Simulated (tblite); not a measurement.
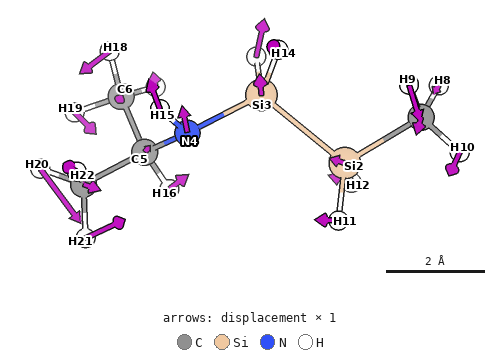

This is a relaxation of C₄H₁₅NSi₂. The starting structure is drawn; purple arrows show the displacements, at their true length. The two geometries are superimposed by the best rigid fit.

The picture is a ball-and-stick view, seen at a tilt.

Theory: GFN2-xTB geometry optimisation, gas phase in tblite 0.8.0. 

**Which element moves most?**

Hydrogen: up to 1.42 Å, against 0.60 Å for nitrogen.

**What did the optimiser do to the structure, and how much energy did it gain?**

An H atom moves most after the best rigid fit: 1.42 Å. By element the largest moves are H 1.42 Å, N 0.60 Å, Si 0.54 Å, C 0.43 Å. Some distances before and after: Si–Si 2.212 → 2.308 Å, N–Si 1.766 → 1.720 Å, H–N 1.049 → 1.010 Å, H–Si 1.453 → 1.483 Å. Bond angles that change, for instance: Si–Si–H 106.1° → 116.3°, Si–N–C 116.7° → 124.4°, Si–Si–N 114.0° → 107.3°. Groups turn about C–C by about 45°, N–Si by about 30°, C–C by about 25°. The energy falls by 76.6 kJ/mol in 190 geometry steps. Cost: 2.8 s on 1 thread of Arm Neoverse N1, with other jobs on the host.
